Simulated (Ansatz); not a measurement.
# Appearance energy of a fragment ion: SiH3(CF3) → [CF3]+ + SiH3 + e⁻

Species: SiH3(CF3), singlet; [CF3]+ `F[C+](F)F`, singlet; SiH3 (silyl radical) `[SiH3]`, doublet. 

Shapes, held fixed at every level: PBE0-D4/def2-TZVP. Programs: Ansatz 0.2.0. Electronic energies: no zero-point or thermal term.

```
               level                    kind  ΔE (eV)  less CCSD(T)/CBS estimate
       HF/def2-TZVPP            Hartree–Fock   +11.40                      -1.45
    SPW92/def2-TZVPP                     LDA   +12.85                       0.00
  PBE0-D4/def2-TZVPP           global hybrid   +12.56                      -0.29
  wB97X-V/def2-TZVPP  range-separated hybrid   +12.76                      -0.09
       CCSD/def2-SVP   coupled cluster or CI   +12.20                      -0.65
     CCSD/def2-TZVPP   coupled cluster or CI   +12.53                      -0.32
CCSD(T)/CBS estimate   coupled cluster or CI   +12.85                       0.00
```

The highest level, CCSD(T)/CBS estimate, gives ΔE = +12.85 eV; the levels span +11.40 to +12.85. The column of differences is taken from that level and isn't an error. No measured value is set beside it here. Open shells run unrestricted. The CBS estimate extrapolates MP2 from def2-TZVPP and def2-QZVPP and adds CCSD(T) − MP2 in the triple-zeta set, cores frozen. The onset seen in experiment also holds zero-point changes and kinetic shifts.

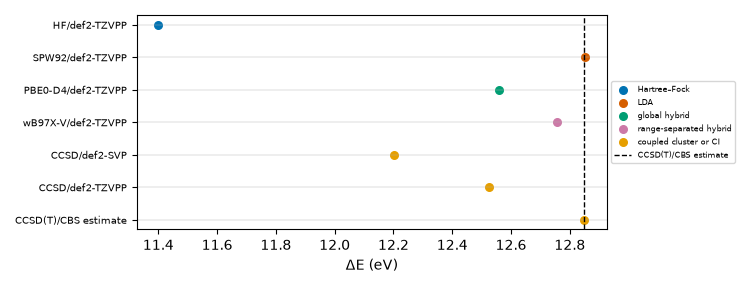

The values of the table, level by level.
